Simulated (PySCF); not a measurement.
## Electronic structure of CH3ClFOSi (SMILES F[C](Cl)O[SiH3]) (doublet) in real space

```yaml
atoms:
  - { symbol: C, position_ang: [1.1884, 0.8427, 0.5246] }
  - { symbol: O, position_ang: [0.0928, 0.1711, 0.8220] }
  - { symbol: Si, position_ang: [-0.8072, -0.8491, -0.2071] }
  - { symbol: F, position_ang: [1.5986, 0.6484, -0.7354] }
  - { symbol: Cl, position_ang: [1.1639, 2.5354, 0.9465] }
  - { symbol: H, position_ang: [-1.9231, -1.3178, 0.6497] }
  - { symbol: H, position_ang: [0.0429, -1.9851, -0.6538] }
  - { symbol: H, position_ang: [-1.3102, -0.0740, -1.3741] }
```

Geometry: PBE0-D3(BJ)/def2-SVP.

Computed with UKS B3LYP, IGLO-III on C Cl F O Si, pcH-1 on H, non-relativistic, mean-field spin-orbit, GIAO (PySCF).

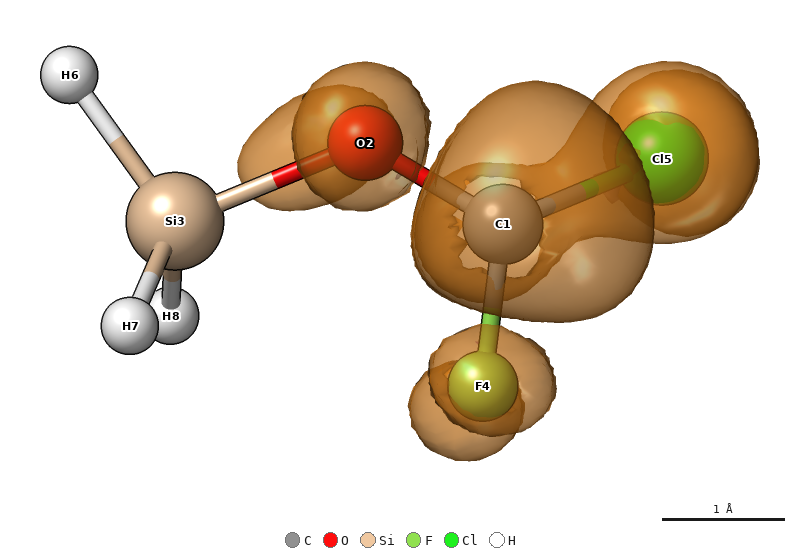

Figure 1. Isosurfaces of the spin density at +0.02 (orange) and −0.02 e/Å³ (purple), seen at a tilt.

Q: Describe the spin distribution.

A: The unpaired spin (1 electron) lies mostly on C1 (about 0.6), Cl5 (about 0.2), O2 (about 0.1) and F4 (about 0.1), in electrons by Hirshfeld's partition.

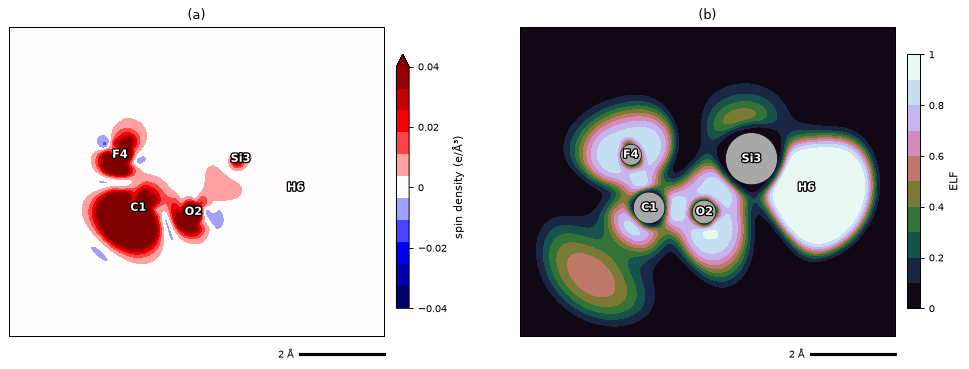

Figure 2. (a) spin density (α minus β); (b) electron localisation function on the plane of atoms O2, Si3 and H6. Grey discs cover the atomic cores in the ELF map.

Q: Read the bonding off the picture.

A:
- The section cuts through C, O, Si, F and H sites.
- C–O (1.32 Å): the ELF peaks at about 0.90 between the atoms: a shared but strongly polarised pair.
- C–F (1.34 Å): the ELF peaks at about 0.85 between the atoms, as expected for a polar covalent bond.
- Si–O (1.71 Å): the ELF peaks at about 0.85 between the atoms (a polar covalent bond).
- Si–H (1.48 Å): the ELF climbs to about 1 towards the hydrogen, as it does in any bond to H.
- The ELF also peaks beside O2 and F4, away from the bonds: non-bonding electrons, paired or unpaired.

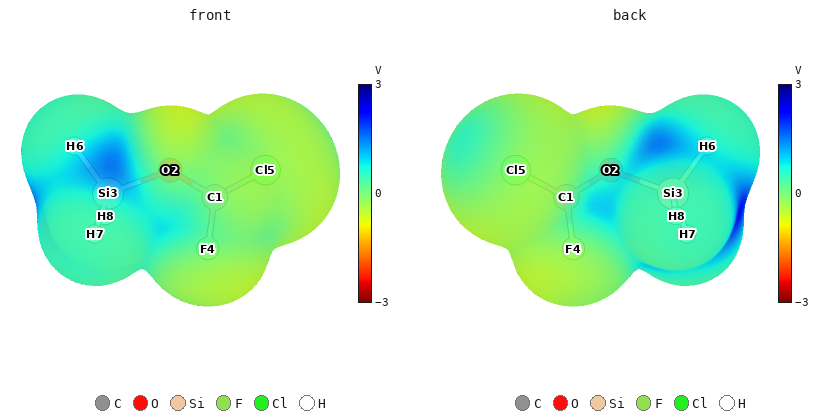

Figure 3. The electrostatic potential painted on the density surface at 0.002 e/bohr³, seen from the front and from behind; the colour scale runs from red (negative) to blue (positive).

Q: Describe the electrostatic potential map.

A: The most negative region (about −0.6 V) lies over O2, the most positive (about +2.2 V) over Si3. Cl5 shows a σ-hole: about +0.6 V at the tip opposite its bond, against about −0.4 V on its flanks.
